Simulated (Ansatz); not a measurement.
# RbVS3 (model cell, started as cubic perovskite with V in the octahedra): a soft mode frozen in

Wanted: the energy along a soft mode of RbVS3 (model cell, started as cubic perovskite with V in the octahedra) and the structure at the end.

Program: Ansatz 0.2.0. Level of theory: DFT PBEsol, scalar-relativistic, plane waves, PAW; PAW set soft_1. Results are calculated unless marked as measured.

The structure was built from a prototype and need not be the compound's stable phase.

### 1. Starting point

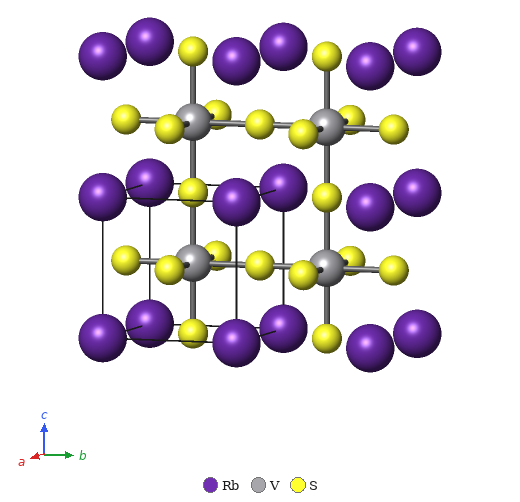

The starting structure, seen slightly off an axis (rubidium purple, vanadium grey, sulfur yellow). 1×2×2 cells are drawn. Some periodic images of atoms are drawn too.

Structure file:

```cif
data_structure
_symmetry_space_group_name_H-M 'P 1'
_symmetry_Int_Tables_number 1
_cell_length_a 4.6427
_cell_length_b 4.6427
_cell_length_c 4.6427
_cell_angle_alpha 90.000
_cell_angle_beta 90.000
_cell_angle_gamma 90.000
_cell_volume 100.07
loop_
_atom_site_label
_atom_site_type_symbol
_atom_site_fract_x
_atom_site_fract_y
_atom_site_fract_z
_atom_site_occupancy
Rb1 Rb 0.00000 0.00000 0.00000 1
V2 V 0.50000 0.50000 0.50000 1
S3 S 0.50000 0.50000 0.00000 1
S4 S 0.50000 0.00000 0.50000 1
S5 S 0.00000 0.50000 0.50000 1
```

### 2. Phonons on a q mesh

The cell comes from relaxations at this level that are not shown. Stability and thermal properties need the whole zone. Linear response on a 4×4×4 q mesh gives force constants as far as a supercell of that size would.

input.yaml

```yaml
crystal:
  lattice:
    - [4.6426622666, 0.0, 0.0]
    - [0.0, 4.6426622666, 0.0]
    - [0.0, 0.0, 4.6426622666]
  atoms:
    - { symbol: Rb, position: [0.0, 0.0, 0.0] }
    - { symbol: V, position: [0.5, 0.5, 0.5] }
    - { symbol: S, position: [0.5, 0.5, 0.0] }
    - { symbol: S, position: [0.5, 0.0, 0.5] }
    - { symbol: S, position: [0.0, 0.5, 0.5] }
kpoints:
  mp_grid: { grid: [8, 8, 8] }
hamiltonian:
  xc: pbesol
  pseudopotentials: { kind: paw, azcp: { folder: soft_1 }, xc_functional: pbe }
scf:
  occupations: { method: methfessel_paxton, width: 0.2 }
output:
  eigenvalues: true
phonons:
  method: dfpt
  qmesh: [4, 4, 4]
  temperatures: { t_max: 1000, t_step: 50 }
  qpath:
    path:
      - [[0.0, 0.0, 0.0], [0.0, 0.5, 0.0], [0.5, 0.5, 0.0], [0.0, 0.0, 0.0], [0.5, 0.5, 0.5], [0.0, 0.5, 0.0]]
      - [[0.5, 0.5, 0.5], [0.5, 0.5, 0.0]]
    npoints: 10
```

Command:

```
> ansatz run input.yaml --threads 4 --pin off --max-ram 16384MiB --backend cpu --events-out ev --progress --plain --runs-dir out
```

Numbers of over 12 decimals in the logs are rounded to 6 here.

Log:

```text
Engine: ansatz 0.2.0, aarch64-unknown-linux-gnu
Pseudopotentials: kind: paw
Pseudopotential: Rb, paw, valence charge 9, recommended cutoff 420 eV (normal), soft_1/Rb.paw.azcp
Pseudopotential: V, paw, valence charge 13, recommended cutoff 420 eV (normal), soft_1/V.paw.azcp
Pseudopotential: S, paw, valence charge 6, recommended cutoff 420 eV (normal), soft_1/S.paw.azcp
Functional definition: PBEsol
  exchange = pbesol_x
  correlation = pbesol_c
Crystal: 5 atoms, lattice volume = 100.069 Å³
Basis set: ecut = 420 eV, 1935 PW (Γ), exchange–correlation on 64×64×64 points (8 copies of the dense FFT grid, shifted against one another)
Bands: 25, of which v1, the nominal top of the filled ones, is band 20 counted from 1 (19 counted from 0)
Symmetry: 48 space group operations
k-points: 35 of 512
Non-local potential: Rb, projectors of the file, l = 0: 3, l = 1: 2, l = 2: 2
Non-local potential: V, projectors of the file, l = 0: 3, l = 1: 2, l = 2: 3, l = 3: 1
Non-local potential: S, projectors of the file, l = 0: 2, l = 1: 2, l = 2: 1
PAW form: soft (Blöchl's): semilocal exchange-correlation on the pseudo side does not see the compensation charge
PAW frozen core: Rb, regenerated for the run's functional, and the local potential with it (the file was generated under x = pbe(κ = 0.804, μ = 0.219515), c = pbe(β = 0.066725))
PAW frozen core: V, regenerated for the run's functional, and the local potential with it (the file was generated under x = pbe(κ = 0.804, μ = 0.219515), c = pbe(β = 0.066725))
PAW frozen core: S, regenerated for the run's functional, and the local potential with it (the file was generated under x = pbe(κ = 0.804, μ = 0.219515), c = pbe(β = 0.066725))
PAW one-centre angular grid: Rb, 110 points (default); XC on 64 Gauss nodes
PAW one-centre angular grid: V, 590 points (default); XC on 64 Gauss nodes
PAW one-centre angular grid: S, 110 points (default); XC on 64 Gauss nodes
Initial density: superposition of atomic densities (chi_scale 0.1, normalization cell, long waves kept (reshape's long-wave potential 0.00 eV rms))
Initial wavefunctions: pseudopotential atomic-orbital guess
Functional: x = pbesol(κ = 0.804, μ = 0.123457), c = pbesol(β = 0.046)
SCF iter   1: F=—  HF=-8761.341533 eV  |F-HF|=—  |Δ(HF+E_count)|=         —  Δρ=3.31e-2  dr2=1.73e0  ethr=3.10e-3  ⟨swp⟩=8.6  Hψ=9904  notcnv=0  defer=3
automatic band count: the SCF goes on with 30 bands, as 25 were too few: the levels above may hold too much charge
preconditioner: auto → Kerker (q_TF=auto, 2.342 Å⁻¹)  [metal: Δε(μ)=0.080 eV  Ē_g=10.390 eV  σ=0.200 eV  W_gap=0.33  n_scr=18 (ndim 8)  ℏωp=20.3 eV  f_vac=0.000  D(μ)=2.51/eV (n_scr^D=18)]
SCF iter   2: F=—  HF=-8761.015584 eV  |F-HF|=—  |Δ(HF+E_count)|=   3.26e-1  S|Δr|=    0.00e0  Δρ=1.94e-2  dr2=6.50e-1  ethr=3.10e-3  ⟨swp⟩=2.2  Hψ=1563  notcnv=0  defer=35
SCF iter   3: F=—  HF=-8760.830547 eV  |F-HF|=—  |Δ(HF+E_count)|=   1.85e-1  S|Δr|=    0.00e0  Δρ=5.26e-3  dr2=4.20e-2  ethr=1.62e-3  ⟨swp⟩=2.7  Hψ=1807  notcnv=0  defer=35
SCF iter   4: F=—  HF=-8760.827501 eV  |F-HF|=—  |Δ(HF+E_count)|=   3.05e-3  S|Δr|=    0.00e0  Δρ=1.94e-3  dr2=7.67e-3  ethr=1.05e-4  ⟨swp⟩=1.3  Hψ=1063  notcnv=0  defer=36
SCF iter   5: F=—  HF=-8760.825664 eV  |F-HF|=—  |Δ(HF+E_count)|=   1.84e-3  S|Δr|=    0.00e0  Δρ=6.68e-4  dr2=6.66e-4  ethr=1.92e-5  ⟨swp⟩=2.1  Hψ=1415  notcnv=0  defer=37
SCF iter   6: F=—  HF=-8760.825600 eV  |F-HF|=—  |Δ(HF+E_count)|=   6.45e-5  S|Δr|=    0.00e0  Δρ=1.02e-4  dr2=1.57e-5  ethr=1.67e-6  ⟨swp⟩=2.1  Hψ=1412  notcnv=0  defer=38
SCF iter   7: F=—  HF=-8760.825607 eV  |F-HF|=—  |Δ(HF+E_count)|=   7.84e-6  S|Δr|=    0.00e0  Δρ=3.18e-5  dr2=2.63e-6  ethr=3.92e-8  ⟨swp⟩=2.2  Hψ=1571  notcnv=0  defer=38
SCF iter   8: F=—  HF=-8760.825599 eV  |F-HF|=—  |Δ(HF+E_count)|=   7.99e-6  S|Δr|=    0.00e0  Δρ=8.50e-6  dr2=1.41e-7  ethr=6.58e-9  ⟨swp⟩=2.4  Hψ=1591  notcnv=0  defer=51
SCF iter   9: F=—  HF=-8760.825600 eV  |F-HF|=—  |Δ(HF+E_count)|=   4.51e-8  S|Δr|=    0.00e0  Δρ=2.84e-6  dr2=1.16e-8  ethr=3.52e-10  ⟨swp⟩=2.8  Hψ=1672  notcnv=0  defer=51
SCF iter  10: F=—  HF=-8760.825600 eV  |F-HF|=—  |Δ(HF+E_count)|=   7.28e-9  S|Δr|=    0.00e0  Δρ=6.66e-7  dr2=4.94e-10  ethr=2.91e-11  ⟨swp⟩=2.0  Hψ=1427  notcnv=0  defer=51
[...]
SCF 1 converged in 12 iterations: F = -8760.825600 eV  dr2 = 6.88e-13
  greatest PAW one-centre occupation: 1.000 electrons in one spin orbital (limit 2), on the V atom at site 1 (counted from 0), in its partial waves of l = 0
Initial density: read from a saved state, or passed on in memory by an earlier SCF of this step, an earlier step, the calling program or the single point that the run made first
iter 1 solved again at ethr=2.06e-6 eV; its pass at ethr=3.10e-3 eV (dr2=8.24e-4 eV) is discarded
SCF iter   1: F=—  HF=-8760.825599 eV  |F-HF|=—  |Δ(HF+E_count)|=         —  Δρ=3.22e-6  dr2=1.89e-8  ethr=2.06e-6  ⟨swp⟩=3.2  Hψ=6714  notcnv=0
eigensolver tolerance schedule: the retry pair's looser diagonalisation over-reported the residual by 43658.75 of it (diagonalisation noise at an unbounded share of the residual, at the tolerance the schedule requests for it); recorded, not acted on — ethr = c·dr2/N_el stays at c = 1.0e-1
preconditioner: auto → Kerker (q_TF=auto, 2.342 Å⁻¹)  [metal: Δε(μ)=0.033 eV  Ē_g=7.483 eV  σ=0.200 eV  W_gap=0.14  n_scr=18 (ndim 8)  ℏωp=20.3 eV  f_vac=0.000  D(μ)=4.79/eV (n_scr^D=32)]
SCF iter   2: F=—  HF=-8760.825600 eV  |F-HF|=—  |Δ(HF+E_count)|=   7.97e-7  S|Δr|=    0.00e0  Δρ=1.68e-6  dr2=4.78e-9  ethr=4.72e-11  ⟨swp⟩=4.1  Hψ=2717  notcnv=0
SCF iter   3: F=—  HF=-8760.825600 eV  |F-HF|=—  |Δ(HF+E_count)|=  1.95e-10  S|Δr|=    0.00e0  Δρ=1.07e-6  dr2=2.02e-9  ethr=1.20e-11  ⟨swp⟩=1.0  Hψ=876  notcnv=0
SCF iter   4: F=—  HF=-8760.825600 eV  |F-HF|=—  |Δ(HF+E_count)|=  1.11e-10  S|Δr|=    0.00e0  Δρ=5.45e-7  dr2=5.37e-10  ethr=5.04e-12  ⟨swp⟩=1.0  Hψ=876  notcnv=0
SCF iter   5: F=—  HF=-8760.825600 eV  |F-HF|=—  |Δ(HF+E_count)|=  1.64e-11  S|Δr|=    0.00e0  Δρ=4.34e-7  dr2=3.42e-10  ethr=1.34e-12  ⟨swp⟩=1.3  Hψ=884  notcnv=0
SCF iter   6: F=—  HF=-8760.825600 eV  |F-HF|=—  |Δ(HF+E_count)|=  9.09e-12  S|Δr|=    0.00e0  Δρ=3.33e-7  dr2=2.01e-10  ethr=1.00e-12  ⟨swp⟩=1.0  Hψ=875  notcnv=0
SCF iter   7: F=—  HF=-8760.825600 eV  |F-HF|=—  |Δ(HF+E_count)|=  9.09e-12  S|Δr|=    0.00e0  Δρ=2.13e-7  dr2=8.34e-11  ethr=1.00e-12  ⟨swp⟩=1.0  Hψ=875  notcnv=0
SCF iter   8: F=—  HF=-8760.825600 eV  |F-HF|=—  |Δ(HF+E_count)|=    0.00e0  S|Δr|=    0.00e0  Δρ=1.73e-7  dr2=5.50e-11  ethr=1.00e-12  ⟨swp⟩=1.0  Hψ=875  notcnv=0
[...]
WARN: eigensolver did not converge in 6 slots of this pass, the one above among them; of largest residual over every band (k=8): 1 band(s) unlocked (lowest unlocked band 29, counted from 0; max residual 1.09e-2 eV among the unlocked bands, 1.09e-2 eV over every band); of lowest unlocked band (k=8): band 29
NSCF: frozen V_eff on 125 k-points
DFPT response loops at q = (0, 0, 0) (fractional): preconditioner auto → Kerker (q_TF=auto, 2.342 Å⁻¹) (partly filled bands, converged f_vac=0.000); β = 1.00, the filter's whole step (`scf.mixing.beta` (0.50) is not read by the response loops under this deck's `scf.mixing.preconditioner`; to damp them name `kerker` or `kerker_dos`, under which they read `scf.mixing.beta`, and type it under 1.00, their step now; both keys bind the ground state too); Broyden in place of MSR1
NSCF: frozen V_eff on 400 k-points
DFPT response loops at q = (0, 0, 0.25) (fractional): mixed as the last ones told, above
NSCF: frozen V_eff on 250 k-points
DFPT response loops at q = (0, 0, -0.5) (fractional): mixed as the last ones told, above
NSCF: frozen V_eff on 640 k-points
DFPT response loops at q = (0, 0.25, 0.25) (fractional): mixed as the last ones told, above
NSCF: frozen V_eff on 400 k-points
DFPT response loops at q = (0, 0.25, -0.5) (fractional): mixed as the last ones told, above
NSCF: frozen V_eff on 250 k-points
DFPT response loops at q = (0, -0.5, -0.5) (fractional): mixed as the last ones told, above
NSCF: frozen V_eff on 1024 k-points
DFPT response loops at q = (0.25, 0.25, 0.25) (fractional): mixed as the last ones told, above
NSCF: frozen V_eff on 640 k-points
DFPT response loops at q = (0.25, 0.25, -0.5) (fractional): mixed as the last ones told, above
NSCF: frozen V_eff on 400 k-points
DFPT response loops at q = (0.25, -0.5, -0.5) (fractional): mixed as the last ones told, above
NSCF: frozen V_eff on 250 k-points
DFPT response loops at q = (-0.5, -0.5, -0.5) (fractional): mixed as the last ones told, above
SCF converged after 12 iterations
Stability not checked: this state was not tested for a lower state beside it, because cold or Methfessel-Paxton smearing, or corrected tetrahedra, fill the levels in a way that the test cannot read (fill_not_monotonic; see scf.lower_state_search)
Free energy (F): -8760.825600 eV
Harris-Foulkes:  -8760.825600 eV  (|F-HF|=1.82e-12)
Internal energy: -8760.802918 eV  (E = F + TS)
E sigma→0 (E₀):  -8760.819929 eV
Entropy (-TS):   -0.022681 eV (-4.536 meV/atom)
Fermi energy:    7.811124 eV
--- Per-component energies (eV) ---
  E_band       = -282.984239
  E_kinetic    = 794.759312
  E_local      = -2463.805174  (includes V_loc(G=0)·N_el)
  E_nonlocal   = 373.797746
  E_hartree    = 907.805341
  E_xc         = -502.004406
  E_vxc        = -522.795356  (∫ρ·V_xc dr)
  E_paw        = -5448.133334  (= ΣΔE_a)
  E_vpaw       = -280.552452  (= ΣTr[D̂ρ^β])
  E_aug_tail   = 0.001026  (compensation charges beyond the density's cutoff)
  E_ewald      = -2423.682627
  E_core_change = 0.459199  (= ΣΔE_core)
  E_smearing   = -0.022681  (= −TS)
  E_closure    = -0.000000  (closes the sum)
  Σ components = -8760.825600   (vs F -8760.825600, Δ=0.00e0)
--- Band table (eV; the first three rows and the last of 35) ---
  k-point 0: bands = [... 16 lower, 6.6263, 6.9190, 6.9190, 6.9190, 7.7116, 7.7116, 7.7116, 8.2491, ... 6 higher]
  k-point 1: bands = [... 16 lower, 6.4906, 6.9266, 7.0513, 7.1868, 7.1868, 7.9185, 7.9185, 8.2609, ... 6 higher]
  k-point 2: bands = [... 16 lower, 6.2013, 6.2302, 6.9450, 7.2162, 7.2162, 8.2806, 8.4113, 8.4113, ... 6 higher]
  k-point 34: bands = [... 16 lower, 3.8591, 8.1892, 8.1892, 8.1892, 9.0275, 9.0275, 9.0275, 12.8168, ... 6 higher]
--- Phonons (Γ-DFPT): 4 representative perturbations + reference (Σ response iterations 12) ---
  ASR residual: 2.390e-5 → 0.000e0 eV/Å²; symmetrization residual: 3.229e-6 eV/Å²
  ASR residual per site (eV/Å²): 7.80e-6 1.19e-5 2.39e-5 2.39e-5 2.39e-5
  Γ frequencies (cm⁻¹): -76.42 -76.42 -76.42 0.00 0.00 0.00 126.27 126.27 126.27 147.82 147.82 147.82 303.10 303.10 303.10
--- Phonons (arbitrary-q DFPT): 10 irreducible q on the 4×4×4 mesh ---
  q = [0.0000, 0.0000, 0.0000] (star 1, of the zone-centre solve; hermiticity 8.18e-7, symmetrization 1.92e-12): -76.42 -76.42 -76.42 -0.00 -0.00 0.00 126.27 126.27 126.27 147.82 147.82 147.82 303.10 303.10 303.10
  q = [0.0000, 0.0000, 0.2500] (star 6, 9 solved perturbations in 1560 linear systems a pass and spin channel, the states on 200 of 512 k-point pairs; hermiticity 5.22e-7, symmetrization 4.36e-13): -149.34 -73.18 -73.18 55.90 55.90 80.38 124.76 124.76 143.35 146.69 167.38 167.38 296.78 296.78 311.15
  q = [0.0000, 0.0000, -0.5000] (star 3, 9 solved perturbations in 975 linear systems a pass and spin channel, the states on 125 of 512 k-point pairs; hermiticity 5.01e-7, symmetrization 4.88e-9): -84.20 -84.20 87.29 87.29 98.48 111.70 111.70 164.01 166.79 191.00 191.00 194.37 285.10 285.10 338.41
  q = [0.0000, 0.2500, 0.2500] (star 12, 9 solved perturbations in 2460 linear systems a pass and spin channel, the states on 320 of 512 k-point pairs; hermiticity 1.81e-6, symmetrization 2.86e-13): -137.39 -98.35 -75.29 61.02 78.34 94.11 131.95 140.12 144.88 150.26 169.97 195.23 286.24 290.00 332.87
  q = [0.0000, 0.2500, -0.5000] (star 12, 15 solved perturbations on 200 of 512 k-point pairs; hermiticity 7.97e-7, symmetrization 1.13e-7): -130.84 -85.85 80.78 81.82 91.32 131.17 148.85 149.72 170.54 187.91 196.39 220.70 250.22 276.96 358.03
  q = [0.0000, -0.5000, -0.5000] (star 3, 9 solved perturbations in 975 linear systems a pass and spin channel, the states on 125 of 512 k-point pairs; hermiticity 7.93e-7, symmetrization 1.67e-7): -114.36 -95.09 80.15 80.15 95.75 108.93 174.79 174.79 184.34 184.34 193.88 193.88 238.53 260.54 379.37
  q = [0.2500, 0.2500, 0.2500] (star 8, 4 solved perturbations in 1376 linear systems a pass and spin channel, the states on 512 of 512 k-point pairs; hermiticity 1.31e-6, symmetrization 3.05e-13): -81.54 -81.54 -34.41 74.17 74.17 99.02 128.56 128.56 130.93 190.93 197.26 197.26 283.47 283.47 355.77
  q = [0.2500, 0.2500, -0.5000] (star 12, 9 solved perturbations in 2460 linear systems a pass and spin channel, the states on 320 of 512 k-point pairs; hermiticity 1.10e-6, symmetrization 1.18e-7): -93.38 -66.18 84.05 88.65 88.81 122.10 125.17 135.76 189.99 198.04 221.76 222.34 228.35 264.40 380.64
  q = [0.2500, -0.5000, -0.5000] (star 6, 9 solved perturbations in 1560 linear systems a pass and spin channel, the states on 200 of 512 k-point pairs; hermiticity 4.82e-7, symmetrization 1.28e-7): -167.16 -76.38 85.43 85.43 92.67 107.85 128.81 128.81 195.38 195.38 222.68 222.68 222.76 240.28 401.73
  q = [-0.5000, -0.5000, -0.5000] (star 1, 4 solved perturbations in 350 linear systems a pass and spin channel, the states on 125 of 512 k-point pairs; hermiticity 4.22e-7, symmetrization 3.43e-8): -248.34 -248.34 89.74 89.74 89.74 107.71 107.71 107.71 189.31 189.31 189.31 241.33 241.33 241.33 416.63
  sum rule: each row above includes the acoustic sum rule's correction from the zone centre's row sums; it moved no ω² by more than (0.45 cm⁻¹)²
  mesh force constants: q→R imaginary residual 6.12e-19; ASR residual 2.390e-5 → 0.000e0 eV/Å²; symmetrization residual 1.599e-14 eV/Å²
  interpolated dispersion: 62 rows × 15 modes
  density of states and harmonic sums: on the 16×16×16 q-mesh, interpolated from the force constants of a 4×4×4 supercell (no non-analytic term)
  largest difference from the sums on the solved wave vectors: F 7.69e-2 eV, S 1.03e-4 and C_V 2.80e-5 eV/K
  zero-point energy: 0.138016 eV/cell   skipped modes (ω ≤ 0): 365, of them read as no rigid motion or as one in doubt: 362 (2.167e0 modes/cell left out, lowest -248.34 cm⁻¹)   left out of the sums: 1.44e-1 of the cell's modes: C_V's classical limit lies that fraction below 3 k_B per atom; for a crystal, a wire or a layer, F and S can be off by more, and a phonons.interpolated_qmesh denser along its periods is the remedy for the sampling
```

The job ended after 15 min (4 threads of Arm Neoverse V1, shared host; peak memory 3.1 GiB; 60 min of CPU time).

Reading the cycles: dr2 is the Hartree energy of the density residual (eV), the measure of convergence; HF is the Harris–Foulkes estimate of the energy, which meets the free energy F at convergence.

Numbers from this step:

```yaml
volume_per_atom: 20.01 Å³
gap_on_the_k_mesh: 0 eV
sum_rule_residual_before_enforcement: 2.39e-5 eV/Å²
lowest_frequency_on_the_path: -248.3 cm⁻¹
point_group: m-3m
highest_frequency_on_the_path_or_at_a_solved_wavevector: 416.6 cm⁻¹
highest_optical_mode_at_the_zone_centre_no_lo_to_term: 303.1 cm⁻¹
lowest_optical_zone_centre_mode: -76.42 cm⁻¹
lowest_mode_on_the_q_mesh_acoustic_modes_at_gamma_apart: -248.3 cm⁻¹
```

Frequencies (cm⁻¹) solved at each irreducible wavevector; negative means imaginary. Frequencies by wavevector, by row:

```csv
q in reciprocal lattice units,star,mode 1,mode 2,mode 3,mode 4,mode 13,mode 14,mode 15
0 0 0,1,-76.4,-76.4,-76.4,0,303.1,303.1,303.1
0 0 0.25,6,-149.3,-73.2,-73.2,55.9,296.8,296.8,311.1
0 0 -0.5,3,-84.2,-84.2,87.3,87.3,285.1,285.1,338.4
0 0.25 0.25,12,-137.4,-98.3,-75.3,61,286.2,290,332.9
0 0.25 -0.5,12,-130.8,-85.8,80.8,81.8,250.2,277,358
0 -0.5 -0.5,3,-114.4,-95.1,80.2,80.2,238.5,260.5,379.4
0.25 0.25 0.25,8,-81.5,-81.5,-34.4,74.2,283.5,283.5,355.8
0.25 0.25 -0.5,12,-93.4,-66.2,84,88.7,228.3,264.4,380.6
0.25 -0.5 -0.5,6,-167.2,-76.4,85.4,85.4,222.8,240.3,401.7
-0.5 -0.5 -0.5,1,-248.3,-248.3,89.7,89.7,241.3,241.3,416.6
```

Interpolated from a 4×4×4 q mesh. The phonon branches at the labelled points (cm⁻¹):

```csv
point,branch 1,branch 2,branch 3,branch 4,branch 12,branch 13,branch 14,branch 15
Γ,-76,-76,-76,0,148,303,303,303
X,-84,-84,87,87,194,285,285,338
M,-114,-95,80,80,194,238,260,379
Γ,-76,-76,-76,0,148,303,303,303
R,-248,-248,90,90,241,241,241,417
X,-84,-84,87,87,194,285,285,338
jump to R,-248,-248,90,90,241,241,241,417
M,-114,-95,80,80,194,238,260,379
```

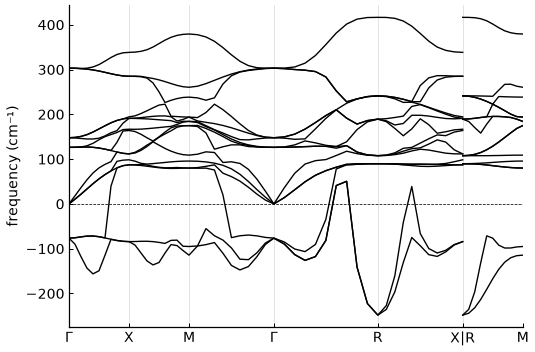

Phonon branches along the path.

Symmetry leaves 10 wavevectors to solve. The lowest mode among them, the acoustic zeros apart, lies at q = (-0.5, -0.5, -0.5) and is imaginary, 248.3i cm⁻¹, so the energy falls along it.

[end of part 1 of 3]

[Logs are printed without paths, hosts, clocks, repeated set-up lines and the standing remarks that a program may print on its own settings, such as how far it seeks lower states.]

[Hosts, paths, dates, database ids (printed as entryN), source tags and the programs' standing remarks are cut or masked in the printed files.]
